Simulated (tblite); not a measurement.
# Geometry relaxation of C₅H₉ClFSi (part 4 of 4)

Continued. System: C₅H₉ClFSi, multiplicity 2. Method: GFN2-xTB geometry optimisation, gas phase (tblite 0.8.0). It belongs to a series of runs on one base structure; here: H removed from sp3 C.

Geometry of the input (Å):
```
C  -1.9086  1.5356  0.0629
C  -0.5163  1.0856  0.0657
C  -0.2249  -0.2052  -0.0921
Si -1.5454  -1.4788  -0.3633
C  1.1710  -0.6611  -0.0766
Cl 1.5391  -1.4128  -1.6375
C  2.2079  0.3191  0.2857
F  1.9210  0.7520  1.5948
H  -1.9364  2.4388  -0.6027
H  -2.1957  1.8637  1.0871
H  0.2560  1.8237  0.2246
H  -0.8826  -2.5924  -1.0650
H  -1.9799  -1.9578  0.9974
H  -2.6554  -0.9981  -1.1537
H  1.1909  -1.4741  0.6911
H  3.1892  -0.2122  0.3476
H  2.3632  1.1860  -0.3760
```

Trajectory as extended XYZ, continued
```
17
Properties=species:S:1:pos:R:3:forces:R:3 step=152 energy=-713.69384
C    -1.7930    1.7871   -0.1669    0.0010   0.0100   0.0030
C    -0.5520    1.2736   -0.3703   -0.0040   0.0020  -0.0030
C    -0.2173   -0.0781   -0.2754    0.0020   0.0080  -0.0100
Si   -1.4084   -1.4190    0.2837   -0.0040  -0.0210   0.0030
C     1.1795   -0.4908   -0.5596    0.0040   0.0020  -0.0320
Cl    1.8419    0.3063   -2.0403   -0.0010   0.0030  -0.0160
C     2.1367   -0.1326    0.5789    0.0190   0.0100  -0.0160
F     1.8239   -0.8853    1.6787   -0.0070   0.0040   0.0680
H    -1.9791    2.8422   -0.2571   -0.0070   0.0030   0.0000
H    -2.6279    1.1565    0.0811   -0.0030   0.0050  -0.0010
H     0.2356    1.9655   -0.6525    0.0060  -0.0080  -0.0050
H    -0.6139   -2.5975    0.6255   -0.0110  -0.0160  -0.0040
H    -2.1630   -0.9609    1.4493    0.0030  -0.0060   0.0160
H    -2.3277   -1.7455   -0.8127   -0.0060   0.0130  -0.0050
H     1.2448   -1.5643   -0.7483    0.0070  -0.0130  -0.0090
H     3.1734   -0.3652    0.3147   -0.0030   0.0120  -0.0090
H     2.0396    0.9201    0.8612    0.0040  -0.0070   0.0190
17
Properties=species:S:1:pos:R:3:forces:R:3 step=156 energy=-713.69460
C    -1.7874    1.7892   -0.1561    0.0010  -0.0070   0.0010
C    -0.5497    1.2684   -0.3619   -0.0030  -0.0090   0.0010
C    -0.2206   -0.0858   -0.2709    0.0110   0.0070   0.0000
Si   -1.4222   -1.4274    0.2696    0.0190   0.0220   0.0090
C     1.1785   -0.4975   -0.5509   -0.0110  -0.0110   0.0100
Cl    1.8332    0.2794   -2.0467   -0.0090   0.0030  -0.0180
C     2.1430   -0.1161    0.5750   -0.0060  -0.0080   0.0120
F     1.8374   -0.8389    1.6984    0.0000  -0.0040   0.0060
H    -1.9716    2.8450   -0.2447    0.0130  -0.0050  -0.0010
H    -2.6244    1.1621    0.0936   -0.0060   0.0020  -0.0020
H     0.2435    1.9546   -0.6415    0.0010   0.0090  -0.0090
H    -0.6314   -2.6086    0.6075   -0.0010  -0.0320   0.0060
H    -2.1835   -0.9770    1.4354    0.0120  -0.0130  -0.0090
H    -2.3310   -1.7473   -0.8370   -0.0140   0.0200  -0.0050
H     1.2493   -1.5738   -0.7230   -0.0040   0.0010  -0.0070
H     3.1763   -0.3558    0.3063    0.0100  -0.0090   0.0050
H     2.0537    0.9414    0.8370   -0.0140   0.0360   0.0010
17
Properties=species:S:1:pos:R:3:forces:R:3 step=160 energy=-713.69558
C    -1.7865    1.7856   -0.1541    0.0200  -0.0060  -0.0100
C    -0.5460    1.2652   -0.3434    0.0190   0.0090  -0.0040
C    -0.2193   -0.0893   -0.2537   -0.0130  -0.0280  -0.0120
Si   -1.4303   -1.4325    0.2583   -0.0080  -0.0190  -0.0210
C     1.1772   -0.5030   -0.5352    0.0340   0.0220   0.0030
Cl    1.8117    0.2487   -2.0555   -0.0050   0.0090  -0.0030
C     2.1548   -0.0982    0.5716   -0.0070   0.0090   0.0060
F     1.8579   -0.7896    1.7171   -0.0080  -0.0050  -0.0070
H    -1.9656    2.8422   -0.2434   -0.0070  -0.0070   0.0070
H    -2.6282    1.1565    0.0755    0.0020   0.0160   0.0050
H     0.2537    1.9508   -0.6094   -0.0290   0.0030  -0.0020
H    -0.6524   -2.6329    0.5625   -0.0040  -0.0090   0.0000
H    -2.1860   -1.0075    1.4350    0.0040   0.0060   0.0230
H    -2.3536   -1.7186   -0.8476    0.0120   0.0260   0.0050
H     1.2506   -1.5799   -0.6931   -0.0070  -0.0400   0.0060
H     3.1842   -0.3527    0.2984   -0.0120   0.0190   0.0110
H     2.0709    0.9671    0.8073    0.0090  -0.0040  -0.0080
17
Properties=species:S:1:pos:R:3:forces:R:3 step=164 energy=-713.69722
C    -1.7789    1.7835   -0.1500   -0.0210   0.0010   0.0000
C    -0.5398    1.2618   -0.3420   -0.0240  -0.0250  -0.0080
C    -0.2183   -0.0948   -0.2520    0.0020  -0.0030  -0.0020
Si   -1.4374   -1.4382    0.2399   -0.0050   0.0070   0.0250
C     1.1793   -0.5146   -0.5194   -0.0100  -0.0050  -0.0080
Cl    1.8011    0.1969   -2.0640    0.0200   0.0050   0.0060
C     2.1550   -0.0790    0.5760   -0.0100  -0.0020  -0.0090
F     1.8576   -0.7440    1.7375    0.0020   0.0150  -0.0180
H    -1.9563    2.8400   -0.2390   -0.0030   0.0160   0.0020
H    -2.6243    1.1612    0.0851    0.0190  -0.0110   0.0070
H     0.2535    1.9525   -0.6112    0.0210  -0.0310   0.0000
H    -0.6582   -2.6563    0.4673   -0.0370  -0.0040   0.0020
H    -2.1487   -1.0514    1.4593    0.0180  -0.0060  -0.0060
H    -2.3993   -1.6619   -0.8455    0.0040   0.0150  -0.0030
H     1.2515   -1.5975   -0.6443    0.0120   0.0180  -0.0090
H     3.1838   -0.3374    0.3088    0.0240  -0.0030   0.0100
H     2.0724    0.9914    0.7835   -0.0110   0.0140   0.0120
17
Properties=species:S:1:pos:R:3:forces:R:3 step=168 energy=-713.69893
C    -1.7832    1.7831   -0.1636    0.0170  -0.0070   0.0000
C    -0.5439    1.2609   -0.3578    0.0200   0.0240   0.0200
C    -0.2192   -0.0943   -0.2574    0.0150   0.0030  -0.0040
Si   -1.4360   -1.4359    0.2398   -0.0310  -0.0270  -0.0130
C     1.1799   -0.5140   -0.5129    0.0390   0.0030  -0.0080
Cl    1.8139    0.1914   -2.0573    0.0040  -0.0160   0.0230
C     2.1527   -0.0757    0.5849    0.0150   0.0080   0.0070
F     1.8627   -0.7518    1.7415   -0.0210   0.0040   0.0050
H    -1.9651    2.8403   -0.2532    0.0100  -0.0420   0.0000
H    -2.6220    1.1548    0.0791    0.0010   0.0110   0.0030
H     0.2538    1.9491   -0.6262   -0.0300  -0.0420  -0.0070
H    -0.6810   -2.6823    0.3842   -0.0270   0.0150   0.0040
H    -2.0739   -1.0802    1.5071   -0.0110   0.0000   0.0030
H    -2.4459   -1.6009   -0.8134    0.0050   0.0210   0.0260
H     1.2535   -1.5984   -0.6264    0.0140   0.0340  -0.0410
H     3.1849   -0.3271    0.3183   -0.0160   0.0250  -0.0030
H     2.0618    0.9927    0.8036   -0.0040  -0.0120  -0.0150
17
Properties=species:S:1:pos:R:3:forces:R:3 step=173 energy=-713.70190
C    -1.7749    1.7815   -0.1636    0.0060  -0.0100   0.0050
C    -0.5444    1.2501   -0.3845   -0.0090  -0.0250  -0.0110
C    -0.2152   -0.1022   -0.2651    0.0030  -0.0150   0.0040
Si   -1.4374   -1.4398    0.2349    0.0160   0.0070   0.0230
C     1.1896   -0.5139   -0.5092   -0.0210  -0.0170   0.0060
Cl    1.8379    0.1881   -2.0452    0.0230   0.0200  -0.0100
C     2.1412   -0.0665    0.6035   -0.0150  -0.0130   0.0020
F     1.8352   -0.7401    1.7574   -0.0120  -0.0040   0.0000
H    -1.9538    2.8359   -0.2779    0.0000  -0.0100  -0.0020
H    -2.6080    1.1686    0.1316    0.0070  -0.0100   0.0070
H     0.2433    1.9249   -0.7027    0.0190   0.0270   0.0150
H    -0.7109   -2.7097    0.2755   -0.0150   0.0000  -0.0130
H    -1.9923   -1.1504    1.5585   -0.0100   0.0200  -0.0220
H    -2.5034   -1.5096   -0.7697   -0.0170   0.0000   0.0170
H     1.2694   -1.5967   -0.6263    0.0200   0.0010   0.0030
H     3.1790   -0.3086    0.3556    0.0160   0.0040  -0.0070
H     2.0375    1.0008    0.8172   -0.0080   0.0230  -0.0150
17
Properties=species:S:1:pos:R:3:forces:R:3 step=177 energy=-713.70295
C    -1.7728    1.7781   -0.1712   -0.0110  -0.0060   0.0020
C    -0.5426    1.2472   -0.3922    0.0120   0.0210   0.0070
C    -0.2144   -0.1051   -0.2736    0.0150   0.0030  -0.0090
Si   -1.4322   -1.4400    0.2422   -0.0270   0.0090  -0.0170
C     1.1905   -0.5117   -0.5154    0.0370  -0.0080  -0.0180
Cl    1.8572    0.2090   -2.0377   -0.0060   0.0060   0.0070
C     2.1320   -0.0707    0.6085    0.0170   0.0060  -0.0200
F     1.8139   -0.7507    1.7547    0.0020   0.0030   0.0120
H    -1.9542    2.8308   -0.2926    0.0020   0.0120   0.0080
H    -2.6052    1.1664    0.1276    0.0010  -0.0190  -0.0010
H     0.2478    1.9251   -0.7027   -0.0240  -0.0170   0.0000
H    -0.7268   -2.7220    0.2460    0.0010   0.0070  -0.0140
H    -1.9466   -1.1571    1.5828   -0.0140   0.0180  -0.0070
H    -2.5286   -1.4829   -0.7332    0.0060  -0.0030   0.0350
H     1.2749   -1.5921   -0.6447    0.0190  -0.0190   0.0080
H     3.1734   -0.3091    0.3674   -0.0170  -0.0040   0.0120
H     2.0266    0.9970    0.8241   -0.0130  -0.0090  -0.0040
17
Properties=species:S:1:pos:R:3:forces:R:3 step=181 energy=-713.70405
C    -1.7679    1.7738   -0.1670    0.0110  -0.0020   0.0010
C    -0.5404    1.2404   -0.3980    0.0070  -0.0210   0.0020
C    -0.2118   -0.1130   -0.2878    0.0100  -0.0040   0.0160
Si   -1.4343   -1.4403    0.2365    0.0010   0.0040  -0.0060
C     1.1968   -0.5190   -0.5182   -0.0080   0.0080  -0.0010
Cl    1.8684    0.2007   -2.0370    0.0070   0.0050  -0.0100
C     2.1249   -0.0646    0.6107    0.0000   0.0050   0.0140
F     1.7938   -0.7270    1.7645   -0.0040   0.0060  -0.0120
H    -1.9409    2.8289   -0.2806   -0.0160   0.0040   0.0080
H    -2.6011    1.1656    0.1363    0.0020  -0.0160  -0.0050
H     0.2470    1.9192   -0.7097    0.0140   0.0050  -0.0130
H    -0.7404   -2.7280    0.2009   -0.0040   0.0050   0.0020
H    -1.9183   -1.1610    1.5894   -0.0020   0.0010  -0.0010
H    -2.5568   -1.4627   -0.7062   -0.0120   0.0020   0.0000
H     1.2913   -1.5998   -0.6397   -0.0170  -0.0070  -0.0010
H     3.1685   -0.3068    0.3878    0.0070  -0.0010  -0.0030
H     2.0144    1.0056    0.8082    0.0030   0.0060   0.0080
17
Properties=species:S:1:pos:R:3:forces:R:3 step=185 energy=-713.70437
C    -1.7644    1.7711   -0.1660   -0.0030  -0.0060   0.0000
C    -0.5370    1.2386   -0.3994    0.0040   0.0060   0.0010
C    -0.2099   -0.1149   -0.2870   -0.0030   0.0010  -0.0050
Si   -1.4370   -1.4395    0.2337   -0.0050  -0.0030  -0.0050
C     1.1982   -0.5212   -0.5158    0.0020   0.0010   0.0050
Cl    1.8730    0.1912   -2.0377   -0.0060  -0.0050  -0.0030
C     2.1252   -0.0586    0.6111    0.0000   0.0020   0.0030
F     1.7905   -0.7124    1.7684    0.0050   0.0030  -0.0010
H    -1.9415    2.8268   -0.2719   -0.0030  -0.0110  -0.0010
H    -2.5961    1.1576    0.1320    0.0050   0.0000   0.0030
H     0.2508    1.9167   -0.7131    0.0020  -0.0020   0.0010
H    -0.7535   -2.7323    0.1771   -0.0020   0.0100   0.0020
H    -1.9092   -1.1737    1.5938    0.0050   0.0030  -0.0040
H    -2.5701   -1.4447   -0.6971   -0.0030   0.0020   0.0000
H     1.2909   -1.6031   -0.6298    0.0000   0.0000  -0.0070
H     3.1694   -0.3028    0.3911   -0.0080   0.0020   0.0060
H     2.0138    1.0133    0.8006    0.0100  -0.0040   0.0060
17
Properties=species:S:1:pos:R:3:forces:R:3 step=189 energy=-713.70448
C    -1.7646    1.7683   -0.1658    0.0020   0.0030   0.0090
C    -0.5361    1.2381   -0.3987   -0.0030  -0.0040  -0.0050
C    -0.2095   -0.1155   -0.2862    0.0010   0.0010   0.0010
Si   -1.4394   -1.4390    0.2304   -0.0030   0.0050   0.0000
C     1.1987   -0.5222   -0.5124   -0.0020   0.0020  -0.0070
Cl    1.8704    0.1835   -2.0390    0.0000   0.0020  -0.0030
C     2.1269   -0.0556    0.6118    0.0010  -0.0010  -0.0010
F     1.7964   -0.7079    1.7710   -0.0010   0.0020   0.0020
H    -1.9442    2.8233   -0.2707   -0.0010   0.0010  -0.0070
H    -2.5946    1.1543    0.1352    0.0010  -0.0080   0.0010
H     0.2514    1.9159   -0.7135   -0.0010   0.0020   0.0040
H    -0.7578   -2.7321    0.1705    0.0000   0.0010   0.0030
H    -1.9096   -1.1727    1.5911    0.0020  -0.0020  -0.0010
H    -2.5730   -1.4392   -0.6993   -0.0060   0.0000  -0.0040
H     1.2913   -1.6044   -0.6242    0.0020  -0.0010   0.0040
H     3.1703   -0.2992    0.3895    0.0080  -0.0020   0.0030
H     2.0165    1.0165    0.8003    0.0000  -0.0030   0.0010
```

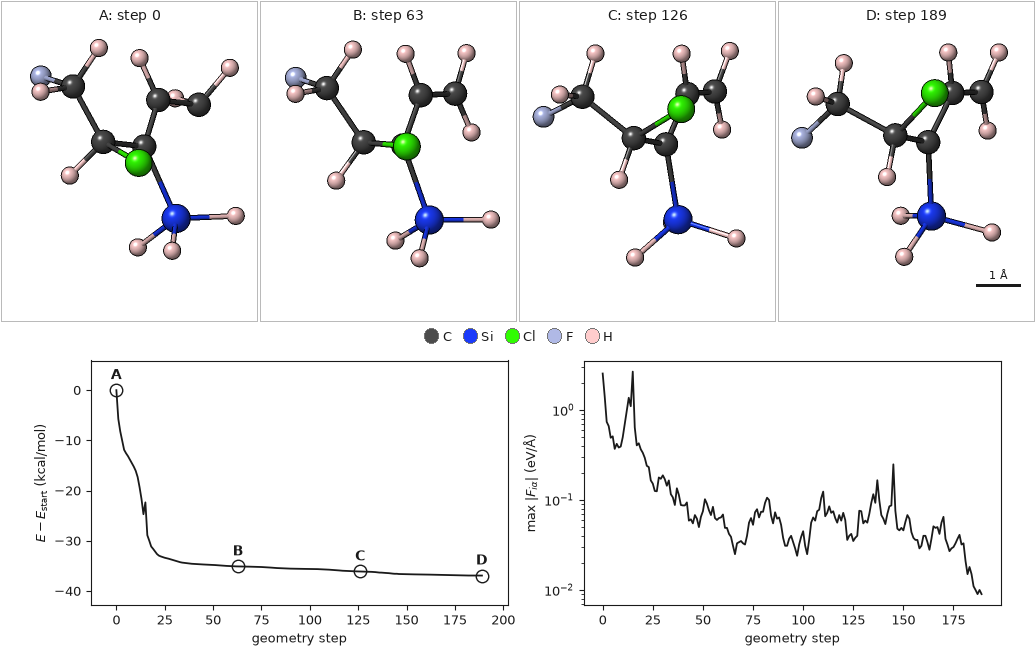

Fig. 1: Frames of the relaxation (ball-and-stick view, seen at a tilt) above the curves, on which the letters mark them (steps are counted from 0).

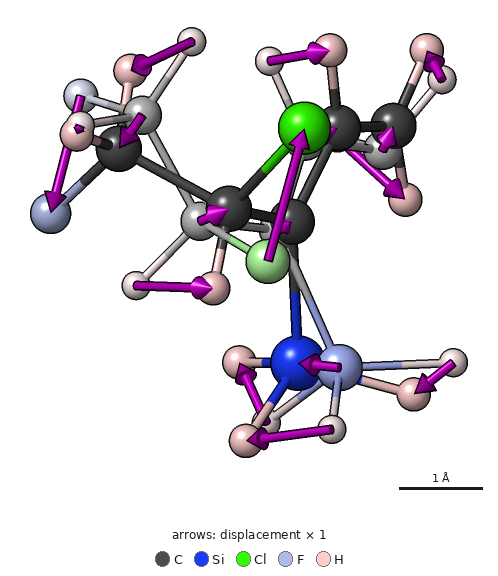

Fig. 2: Start (faint) and end (solid) with the displacements as pink arrows, at true length (ball-and-stick view, seen at a tilt). The two geometries are laid on each other by the best rigid fit. Over 189 geometry steps the energy falls by 36.9 kcal/mol. The largest force component goes from 2.5 to 0.009 eV/Å. The atom that moves furthest after the best rigid fit is Cl6 (1.67 Å). By element the largest moves are Cl 1.67 Å, F 1.49 Å, H 1.33 Å, Si 0.60 Å, C 0.51 Å. Among the contacts that change: C1–C2 1.463 → 1.358 Å, C2–C3 1.333 → 1.397 Å, C5–C7 1.472 → 1.531 Å, C1–H9 1.122 → 1.075 Å. Among the angles that change: C2–C1–H9 105.8° → 121.2°, C2–C1–H10 109.5° → 121.5°, H9–C1–H10 107.6° → 117.3°. (Atoms are counted from 1 in the order of the input.)

Key numbers

| quantity | value |
| --- | --- |
| outcome | converged |
| total energy | −713.7045 eV |
| wall time | 1.3 s |
| peak memory | 0.18 GiB |
